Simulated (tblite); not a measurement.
**Geometry relaxation of C3H8NOSi2 (part 1 of 4)**

The run: geometry relaxation of C3H8NOSi2, multiplicity 2, SMILES O=CN[Si]1C[SiH2]C1. Method and program: GFN2-xTB geometry optimisation, gas phase (tblite 0.8.0).

It belongs to a series of runs on one base structure; here: H removed from Si.

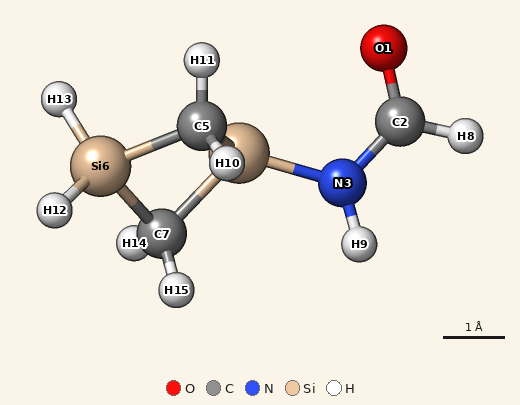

The input geometry (ball-and-stick view, seen at a tilt; atoms are numbered from 1 in the order of the input).

### The input
```
{"job": {"kind": "relax", "xc": "GFN2-xTB", "basis": "xTB"}, "charge": 0, "multiplicity": 2}
O      2.674600     1.847400     0.619200
C      2.838300     0.609100     0.670900
N      1.878000    -0.348000     0.263000
Si     0.336200     0.265600    -0.387300
C     -1.034700     0.522200     0.873000
Si    -2.217800     0.083100    -0.545000
C     -0.783300    -0.942000    -1.224700
H      3.815400     0.293500     1.088300
H      2.062300    -1.390000     0.328400
H     -1.073700    -0.238100     1.680800
H     -1.089200     1.575600     1.150800
H     -3.370200    -0.714200    -0.169200
H     -2.482700     1.329600    -1.282000
H     -0.702200    -0.922400    -2.324100
H     -0.855300    -1.963500    -0.763800
```

The first line tells a small driver script what to run in tblite; the rest is the geometry in Å.

Launched with:
```bash
OMP_NUM_THREADS=1 python <driver script> task.json out
```

### The program's output
```
step      E/eV     max force
  0    -567.12807    3.282
  1    -567.42390    2.748
  2    -567.60066    1.116
  3    -567.69933    0.745
  4    -567.77276    0.592
  5    -567.80989    0.591
  6    -567.83566    0.315
  7    -567.85063    0.380
  8    -567.86346    0.310
  9    -567.87147    0.196
 10    -567.87563    0.141
 11    -567.87888    0.200
 12    -567.88338    0.232
 13    -567.88836    0.199
 14    -567.89303    0.207
 15    -567.89696    0.213
 16    -567.90040    0.164
 17    -567.90359    0.140
 18    -567.90635    0.117
 19    -567.90878    0.139
 20    -567.91151    0.178
 21    -567.91501    0.195
 22    -567.91903    0.203
 23    -567.92325    0.218
 24    -567.92769    0.256
 25    -567.93228    0.275
 26    -567.93704    0.239
 27    -567.94239    0.222
 28    -567.94875    0.236
 29    -567.95594    0.214
 30    -567.96278    0.237
 31    -567.96803    0.209
 32    -567.97190    0.159
 33    -567.97561    0.161
 34    -567.98018    0.203
 35    -567.98606    0.259
 36    -567.99380    0.318
 37    -568.00354    0.363
 38    -567.99693    0.576
 39    -568.01856    0.244
 40    -568.02382    0.158
 41    -568.02918    0.185
 42    -568.03075    0.115
 43    -568.03265    0.083
 44    -568.03495    0.141
 45    -568.03659    0.136
 46    -568.03854    0.094
 47    -568.03993    0.079
 48    -568.04083    0.070
 49    -568.04145    0.060
 50    -568.04207    0.070
 51    -568.04285    0.091
 52    -568.04389    0.118
 53    -568.04527    0.115
 54    -568.04672    0.093
 55    -568.04793    0.104
 56    -568.04877    0.080
 57    -568.04967    0.081
 58    -568.05067    0.078
 59    -568.05184    0.102
 60    -568.05286    0.093
 61    -568.05358    0.060
 62    -568.05406    0.047
 63    -568.05449    0.052
 64    -568.05504    0.066
 65    -568.05575    0.081
 66    -568.05650    0.072
 67    -568.05716    0.071
 68    -568.05771    0.066
 69    -568.05846    0.076
 70    -568.05971    0.085
 71    -568.06142    0.111
 72    -568.06297    0.082
 73    -568.06374    0.045
 74    -568.06394    0.030
 75    -568.06404    0.029
 76    -568.06414    0.023
 77    -568.06434    0.031
 78    -568.06448    0.040
 79    -568.06471    0.044
 80    -568.06488    0.032
 81    -568.06500    0.024
 82    -568.06507    0.018
 83    -568.06512    0.017
 84    -568.06516    0.016
 85    -568.06520    0.015
 86    -568.06525    0.016
 87    -568.06531    0.020
 88    -568.06537    0.021
 89    -568.06545    0.025
 90    -568.06554    0.020
 91    -568.06560    0.017
 92    -568.06564    0.015
 93    -568.06566    0.009
```

### Trajectory as extended XYZ (Å, eV, eV/Å), 53 of the 94 frames kept, from step=0 to step=93
```
15
Properties=species:S:1:pos:R:3:forces:R:3 step=0 energy=-567.12807
O     2.6746    1.8474    0.6192   -0.3980  -3.2480  -0.2490
C     2.8383    0.6091    0.6709   -1.2170   1.3130  -0.3780
N     1.8780   -0.3480    0.2630    1.6870   0.6980   0.6650
Si    0.3362    0.2656   -0.3873    2.1670   0.4630   0.6900
C    -1.0347    0.5222    0.8730   -0.3560   0.5080   0.4550
Si   -2.2178    0.0831   -0.5450   -0.6910   0.3100   0.1070
C    -0.7833   -0.9420   -1.2247   -0.7090  -1.2690  -1.3660
H     3.8154    0.2935    1.0883   -0.5200  -0.7230  -0.2510
H     2.0623   -1.3900    0.3284    0.1410   1.8530   0.0280
H    -1.0737   -0.2381    1.6808    0.1450   1.0050  -0.1890
H    -1.0892    1.5756    1.1508   -0.2090  -0.5050   0.8710
H    -3.3702   -0.7142   -0.1692   -0.3110  -0.0170  -0.0270
H    -2.4827    1.3296   -1.2820   -0.0620  -0.3380  -0.0100
H    -0.7022   -0.9224   -2.3241   -0.0710  -0.7980   0.5440
H    -0.8553   -1.9635   -0.7638    0.4050   0.7500  -0.8890
15
Properties=species:S:1:pos:R:3:forces:R:3 step=2 energy=-567.60066
O     2.6492    1.7967    0.6065   -0.6360  -0.4420  -0.2790
C     2.8181    0.5971    0.6663    0.8510   0.4630   0.4040
N     1.9274   -0.3245    0.2822   -0.3130  -0.1500  -0.1180
Si    0.3975    0.2750   -0.3672   -0.1570  -0.0810   0.0180
C    -1.0433    0.5364    0.8796    0.2300   0.0640  -0.5680
Si   -2.2351    0.0902   -0.5411    0.1270  -0.1710   0.0800
C    -0.8036   -0.9674   -1.2564    0.0270   0.9870   0.5210
H     3.7949    0.2666    1.0786   -0.2560  -0.6380  -0.1180
H     2.0706   -1.3289    0.3308    0.4930   0.3830   0.1830
H    -1.0689   -0.2042    1.6770    0.0760   0.4720   0.1920
H    -1.0975    1.5625    1.1838   -0.2230   0.1240   0.8110
H    -3.3825   -0.7149   -0.1699   -0.3280  -0.0070   0.0070
H    -2.4856    1.3188   -1.2833   -0.1290  -0.1120  -0.1210
H    -0.7043   -0.9518   -2.3150   -0.0150  -0.6350  -0.6090
H    -0.8412   -1.9437   -0.7939    0.2540  -0.2570  -0.4020
15
Properties=species:S:1:pos:R:3:forces:R:3 step=4 energy=-567.77276
O     2.6052    1.7737    0.5870    0.0390   0.2710   0.0510
C     2.8388    0.5929    0.6785   -0.2770   0.3460  -0.1360
N     1.9375   -0.3095    0.2872   -0.2190  -0.4160  -0.0270
Si    0.4173    0.2769   -0.3583   -0.4080   0.1810  -0.2370
C    -1.0351    0.5516    0.8600    0.1160   0.2860   0.1720
Si   -2.2410    0.0854   -0.5352   -0.1230  -0.0470   0.0410
C    -0.8077   -0.9355   -1.2553    0.3450  -0.0280  -0.2220
H     3.7803    0.2192    1.0715    0.3380  -0.3260   0.1440
H     2.1030   -1.2939    0.3424    0.4150  -0.3960   0.1460
H    -1.0621   -0.1633    1.6841    0.0940   0.2150   0.0270
H    -1.1132    1.5600    1.2406   -0.1290   0.0130   0.3290
H    -3.4049   -0.7147   -0.1700   -0.1500   0.0660  -0.0080
H    -2.4944    1.3072   -1.2905   -0.1460  -0.1080  -0.1020
H    -0.7073   -0.9979   -2.3340   -0.0760  -0.1970   0.0500
H    -0.8208   -1.9441   -0.8299    0.1800   0.1400  -0.2290
15
Properties=species:S:1:pos:R:3:forces:R:3 step=5 energy=-567.80989
O     2.5927    1.7744    0.5822    0.2160   0.2130   0.1290
C     2.8398    0.5972    0.6796   -0.4220  -0.0170  -0.2020
N     1.9355   -0.3134    0.2879   -0.0520  -0.1230   0.0440
Si    0.4142    0.2810   -0.3608   -0.1630   0.1880  -0.2060
C    -1.0301    0.5619    0.8574   -0.0630   0.2370   0.2850
Si   -2.2451    0.0828   -0.5326   -0.0410  -0.0140   0.0370
C    -0.8016   -0.9260   -1.2591    0.1950  -0.2650  -0.2870
H     3.7831    0.1983    1.0724    0.0970  -0.0440   0.0450
H     2.1213   -1.2923    0.3489    0.3430  -0.4670   0.1150
H    -1.0582   -0.1468    1.6868    0.1150   0.1030  -0.0090
H    -1.1206    1.5597    1.2643   -0.0900   0.0660   0.1780
H    -3.4147   -0.7133   -0.1702   -0.1010   0.0720  -0.0070
H    -2.5000    1.3016   -1.2948   -0.1470  -0.1170  -0.0860
H    -0.7098   -1.0157   -2.3389   -0.0600  -0.0300   0.0860
H    -0.8111   -1.9416   -0.8452    0.1720   0.1970  -0.1210
15
Properties=species:S:1:pos:R:3:forces:R:3 step=7 energy=-567.85063
O     2.5895    1.7799    0.5830    0.2110  -0.1300   0.1080
C     2.8284    0.5988    0.6746   -0.1060  -0.2370  -0.0370
N     1.9300   -0.3259    0.2901    0.0010  -0.0750   0.0240
Si    0.4065    0.2934   -0.3716    0.1150   0.0810  -0.0150
C    -1.0296    0.5822    0.8643   -0.1360   0.0580   0.0660
Si   -2.2477    0.0786   -0.5279    0.0970  -0.0230   0.0200
C    -0.7901   -0.9232   -1.2721   -0.1040  -0.0460  -0.0370
H     3.7825    0.1778    1.0722   -0.2750   0.2370  -0.1130
H     2.1565   -1.3062    0.3611    0.1170  -0.0290   0.0330
H    -1.0477   -0.1257    1.6907    0.1260  -0.0540   0.0240
H    -1.1330    1.5655    1.2986   -0.0600   0.1720   0.0300
H    -3.4301   -0.7080   -0.1707   -0.0100   0.0830  -0.0090
H    -2.5136    1.2892   -1.3037   -0.1260  -0.1370  -0.0560
H    -0.7147   -1.0353   -2.3451   -0.0170   0.1180  -0.1210
H    -0.7913   -1.9330   -0.8654    0.1690  -0.0170   0.0820
15
Properties=species:S:1:pos:R:3:forces:R:3 step=9 energy=-567.87147
O     2.6016    1.7754    0.5907   -0.0510  -0.1890  -0.0150
C     2.8160    0.5885    0.6700    0.0790  -0.0760   0.0690
N     1.9240   -0.3417    0.2916   -0.0480   0.0230  -0.0280
Si    0.4058    0.3052   -0.3789    0.0360  -0.0340   0.1030
C    -1.0363    0.5974    0.8726    0.0330  -0.0120  -0.0670
Si   -2.2437    0.0747   -0.5241    0.0240  -0.0200   0.0130
C    -0.7884   -0.9241   -1.2816   -0.0580   0.1050   0.0950
H     3.7676    0.1814    1.0661   -0.0810   0.0330  -0.0330
H     2.1824   -1.3172    0.3696   -0.0380   0.1020  -0.0220
H    -1.0336   -0.1185    1.6941    0.0920  -0.0170  -0.0080
H    -1.1438    1.5793    1.3173   -0.0510   0.0590  -0.0660
H    -3.4382   -0.6992   -0.1716    0.0380   0.0680   0.0010
H    -2.5296    1.2733   -1.3123   -0.0910  -0.1230  -0.0430
H    -0.7188   -1.0367   -2.3553   -0.0220   0.1380  -0.0820
H    -0.7694   -1.9299   -0.8699    0.1380  -0.0560   0.0840
15
Properties=species:S:1:pos:R:3:forces:R:3 step=11 energy=-567.87888
O     2.6029    1.7658    0.5927   -0.1260   0.0170  -0.0350
C     2.8136    0.5795    0.6711   -0.0160   0.0170   0.0110
N     1.9203   -0.3462    0.2911   -0.0110   0.0120   0.0010
Si    0.4077    0.3080   -0.3759   -0.0500  -0.0050   0.0310
C    -1.0370    0.6026    0.8734    0.0650   0.0060  -0.0140
Si   -2.2416    0.0726   -0.5220   -0.0090  -0.0070   0.0220
C    -0.7902   -0.9215   -1.2816    0.0690   0.0020   0.0280
H     3.7600    0.1837    1.0631    0.1350  -0.1340   0.0610
H     2.1885   -1.3162    0.3709   -0.0710  -0.0300  -0.0360
H    -1.0233   -0.1167    1.6941    0.0570   0.0370  -0.0330
H    -1.1503    1.5865    1.3188   -0.0310  -0.0320  -0.0940
H    -3.4388   -0.6924   -0.1717    0.0030   0.0210   0.0280
H    -2.5406    1.2605   -1.3180   -0.0750  -0.0790  -0.0530
H    -0.7218   -1.0281   -2.3608   -0.0320   0.1210   0.0850
H    -0.7538   -1.9301   -0.8671    0.0920   0.0540  -0.0040
15
Properties=species:S:1:pos:R:3:forces:R:3 step=13 energy=-567.88836
O     2.5926    1.7530    0.5921   -0.0640   0.1360   0.0120
C     2.8108    0.5688    0.6745   -0.0540   0.0490  -0.0400
N     1.9149   -0.3511    0.2907    0.0760  -0.0320   0.0620
Si    0.4072    0.3116   -0.3692    0.0210   0.0930  -0.1100
C    -1.0325    0.6095    0.8722   -0.0150   0.0150   0.0400
Si   -2.2388    0.0689   -0.5169   -0.0150  -0.0070   0.0190
C    -0.7868   -0.9164   -1.2776    0.1250  -0.0570  -0.0200
H     3.7600    0.1749    1.0637    0.0950  -0.1190   0.0530
H     2.1893   -1.3168    0.3690   -0.0950  -0.1690  -0.0470
H    -1.0042   -0.1109    1.6916    0.0020   0.0630  -0.0040
H    -1.1619    1.5938    1.3121    0.0090  -0.0440  -0.0640
H    -3.4398   -0.6816   -0.1687   -0.0560  -0.0580   0.0750
H    -2.5625    1.2359   -1.3307   -0.0410  -0.0210  -0.0540
H    -0.7285   -1.0054   -2.3611   -0.0080   0.0540   0.1710
H    -0.7242   -1.9261   -0.8637    0.0200   0.0990  -0.0930
15
Properties=species:S:1:pos:R:3:forces:R:3 step=14 energy=-567.89303
O     2.5850    1.7482    0.5919   -0.0050   0.0890   0.0410
C     2.8091    0.5645    0.6759   -0.0230   0.0310  -0.0320
N     1.9131   -0.3549    0.2918    0.0810  -0.0410   0.0650
Si    0.4073    0.3157   -0.3680    0.1010   0.1240  -0.1310
C    -1.0301    0.6137    0.8719   -0.0470   0.0070   0.0180
Si   -2.2374    0.0664   -0.5136   -0.0230  -0.0170   0.0080
C    -0.7820   -0.9136   -1.2751    0.0890  -0.0130   0.0000
H     3.7617    0.1670    1.0651   -0.0080  -0.0380   0.0120
H     2.1879   -1.3210    0.3670   -0.1040  -0.1610  -0.0490
H    -0.9933   -0.1060    1.6904   -0.0210   0.0560   0.0270
H    -1.1683    1.5972    1.3074    0.0240  -0.0100  -0.0310
H    -3.4418   -0.6769   -0.1653   -0.0580  -0.0850   0.0910
H    -2.5759    1.2214   -1.3392   -0.0150  -0.0090  -0.0400
H    -0.7325   -0.9918   -2.3580    0.0160   0.0130   0.1230
H    -0.7069   -1.9220   -0.8641   -0.0060   0.0560  -0.1020
15
Properties=species:S:1:pos:R:3:forces:R:3 step=16 energy=-567.90040
O     2.5736    1.7435    0.5942    0.0650  -0.0730   0.0570
C     2.8068    0.5596    0.6774    0.0370  -0.0430   0.0230
N     1.9132   -0.3630    0.2961   -0.0090  -0.0200  -0.0020
Si    0.4136    0.3288   -0.3726    0.1280   0.0970  -0.0330
C    -1.0284    0.6202    0.8705   -0.0090   0.0040  -0.0620
Si   -2.2371    0.0612   -0.5083   -0.0440  -0.0410  -0.0030
C    -0.7708   -0.9073   -1.2695   -0.0130   0.1000   0.0470
H     3.7622    0.1544    1.0673   -0.1130   0.0980  -0.0360
H     2.1796   -1.3349    0.3611   -0.0900  -0.0250  -0.0370
H    -0.9782   -0.0954    1.6906   -0.0380   0.0420   0.0460
H    -1.1768    1.6027    1.2992    0.0280   0.0520   0.0140
H    -3.4475   -0.6747   -0.1547   -0.0030  -0.0890   0.0890
H    -2.5968    1.1985   -1.3541    0.0230  -0.0230   0.0000
H    -0.7370   -0.9709   -2.3490    0.0530  -0.0290  -0.0470
H    -0.6808   -1.9146   -0.8701   -0.0140  -0.0500  -0.0550
15
Properties=species:S:1:pos:R:3:forces:R:3 step=18 energy=-567.90635
O     2.5691    1.7369    0.6001    0.0420  -0.1040   0.0320
C     2.8059    0.5528    0.6796    0.0020  -0.0770   0.0440
N     1.9134   -0.3703    0.2994   -0.0880   0.0130  -0.0690
Si    0.4265    0.3460   -0.3788   -0.0420   0.0100   0.0660
C    -1.0274    0.6257    0.8661    0.0480   0.0460  -0.0470
Si   -2.2405    0.0545   -0.5044   -0.0170  -0.0360   0.0120
C    -0.7618   -0.8977   -1.2635   -0.0340   0.0540  -0.0170
H     3.7577    0.1507    1.0678    0.0020   0.0640   0.0080
H     2.1649   -1.3484    0.3531   -0.0470   0.0740  -0.0150
H    -0.9701   -0.0837    1.6932   -0.0290   0.0600  -0.0120
H    -1.1806    1.6094    1.2921    0.0210   0.0460   0.0080
H    -3.4517   -0.6805   -0.1393    0.0560  -0.0720   0.0720
H    -2.6106    1.1797   -1.3654    0.0310  -0.0390   0.0310
H    -0.7364   -0.9562   -2.3428    0.0600  -0.0210  -0.0960
H    -0.6628   -1.9107   -0.8792   -0.0060  -0.0180  -0.0160
15
Properties=species:S:1:pos:R:3:forces:R:3 step=20 energy=-567.91151
O     2.5688    1.7255    0.6078   -0.0220   0.0150   0.0130
C     2.8040    0.5411    0.6838   -0.0520  -0.0280   0.0080
N     1.9083   -0.3750    0.2975   -0.0450   0.0260  -0.0460
Si    0.4341    0.3612   -0.3799   -0.1700  -0.0450   0.0260
C    -1.0240    0.6338    0.8600   -0.0010   0.0730   0.0360
Si   -2.2442    0.0465   -0.5002    0.0410  -0.0100   0.0240
C    -0.7566   -0.8879   -1.2612    0.0060  -0.0670  -0.1100
H     3.7550    0.1520    1.0693    0.1160  -0.0820   0.0610
H     2.1481   -1.3550    0.3451   -0.0160   0.0280  -0.0060
H    -0.9662   -0.0695    1.6941   -0.0090   0.0650  -0.0500
H    -1.1814    1.6180    1.2859    0.0140   0.0360  -0.0180
H    -3.4506   -0.6917   -0.1206    0.0850  -0.0600   0.0610
H    -2.6191    1.1619   -1.3719    0.0130  -0.0320   0.0390
H    -0.7311   -0.9454   -2.3434    0.0430   0.0070  -0.0290
H    -0.6495   -1.9076   -0.8882   -0.0040   0.0740  -0.0080
15
Properties=species:S:1:pos:R:3:forces:R:3 step=21 energy=-567.91501
O     2.5680    1.7166    0.6137   -0.0490   0.0810   0.0130
C     2.8016    0.5317    0.6875   -0.0480   0.0180  -0.0150
N     1.9028   -0.3777    0.2946    0.0100   0.0260  -0.0090
Si    0.4345    0.3707   -0.3795   -0.1630  -0.0610  -0.0290
C    -1.0214    0.6419    0.8563   -0.0650   0.0670   0.0740
Si   -2.2456    0.0403   -0.4965    0.0650   0.0050   0.0190
C    -0.7531   -0.8819   -1.2624    0.0200  -0.1070  -0.1290
H     3.7557    0.1509    1.0718    0.1000  -0.1560   0.0610
H     2.1362   -1.3583    0.3393   -0.0070  -0.0160  -0.0060
H    -0.9633   -0.0573    1.6935    0.0030   0.0500  -0.0410
H    -1.1819    1.6258    1.2814    0.0070   0.0480  -0.0290
H    -3.4473   -0.7011   -0.1055    0.1030  -0.0520   0.0540
H    -2.6252    1.1476   -1.3756   -0.0010  -0.0210   0.0420
H    -0.7261   -0.9374   -2.3456    0.0270   0.0200   0.0010
H    -0.6394   -1.9037   -0.8947   -0.0030   0.0960  -0.0040
15
Properties=species:S:1:pos:R:3:forces:R:3 step=23 energy=-567.92325
O     2.5624    1.6969    0.6296   -0.0370   0.1020   0.0360
C     2.7951    0.5102    0.6964    0.0140   0.0950  -0.0340
N     1.8892   -0.3842    0.2871    0.0790   0.0150   0.0490
Si    0.4286    0.3914   -0.3811    0.0170  -0.0650  -0.0960
C    -1.0199    0.6663    0.8502   -0.1410   0.0120   0.0560
Si   -2.2447    0.0245   -0.4860    0.0600   0.0220  -0.0160
C    -0.7433   -0.8700   -1.2706    0.0000  -0.0540  -0.0510
H     3.7589    0.1375    1.0802   -0.0980  -0.1950  -0.0070
H     2.1069   -1.3682    0.3246    0.0020  -0.0390  -0.0100
H    -0.9537   -0.0237    1.6911    0.0150  -0.0040   0.0410
H    -1.1845    1.6505    1.2692   -0.0190   0.0920  -0.0420
H    -3.4327   -0.7267   -0.0643    0.1450  -0.0330   0.0320
H    -2.6430    1.1086   -1.3836   -0.0300   0.0100   0.0450
H    -0.7127   -0.9154   -2.3534   -0.0110   0.0250  -0.0150
H    -0.6110   -1.8899   -0.9112    0.0020   0.0190   0.0130
15
Properties=species:S:1:pos:R:3:forces:R:3 step=25 energy=-567.93228
O     2.5540    1.6829    0.6491    0.0550   0.0060   0.0580
C     2.7892    0.4947    0.7038    0.0250   0.0590  -0.0040
N     1.8789   -0.3896    0.2818    0.0020   0.0040   0.0160
Si    0.4225    0.4072   -0.3884    0.1560  -0.0210  -0.0080
C    -1.0271    0.6934    0.8472    0.0070  -0.0430  -0.0450
Si   -2.2393    0.0094   -0.4763    0.0040   0.0200  -0.0430
C    -0.7333   -0.8605   -1.2832   -0.0200   0.0640   0.0750
H     3.7545    0.1079    1.0883   -0.2510  -0.0840  -0.0740
H     2.0780   -1.3796    0.3090    0.0330   0.0410  -0.0020
H    -0.9425    0.0122    1.6917   -0.0060  -0.0030   0.0950
H    -1.1893    1.6837    1.2540   -0.0480   0.0470  -0.0640
H    -3.4050   -0.7561   -0.0189    0.1470  -0.0350   0.0060
H    -2.6643    1.0683   -1.3881   -0.0580   0.0470   0.0310
H    -0.6997   -0.8912   -2.3646   -0.0490   0.0010  -0.0490
H    -0.5808   -1.8749   -0.9274    0.0020  -0.1040   0.0090
15
Properties=species:S:1:pos:R:3:forces:R:3 step=27 energy=-567.94239
O     2.5502    1.6724    0.6747    0.1190  -0.0480   0.0440
C     2.7821    0.4830    0.7103   -0.0640  -0.0490   0.0340
N     1.8692   -0.3928    0.2770   -0.1120   0.0130  -0.0500
Si    0.4249    0.4206   -0.3968    0.0520   0.0430   0.0820
C    -1.0345    0.7190    0.8427    0.2040  -0.0420  -0.0770
Si   -2.2323   -0.0038   -0.4697   -0.0030   0.0230  -0.0220
C    -0.7240   -0.8503   -1.2943    0.0320   0.0500   0.0860
H     3.7331    0.0678    1.0928   -0.1320   0.0130  -0.0400
H     2.0490   -1.3877    0.2921    0.0860   0.0980   0.0160
H    -0.9336    0.0505    1.6987   -0.0340   0.0750   0.0420
H    -1.1966    1.7211    1.2304   -0.0490  -0.0960  -0.1020
H    -3.3608   -0.7927    0.0304    0.0890  -0.0540  -0.0160
H    -2.6893    1.0323   -1.3878   -0.0900   0.0750   0.0100
H    -0.6890   -0.8665   -2.3781   -0.0790  -0.0250   0.0320
H    -0.5526   -1.8649   -0.9442   -0.0200  -0.0770  -0.0400
```
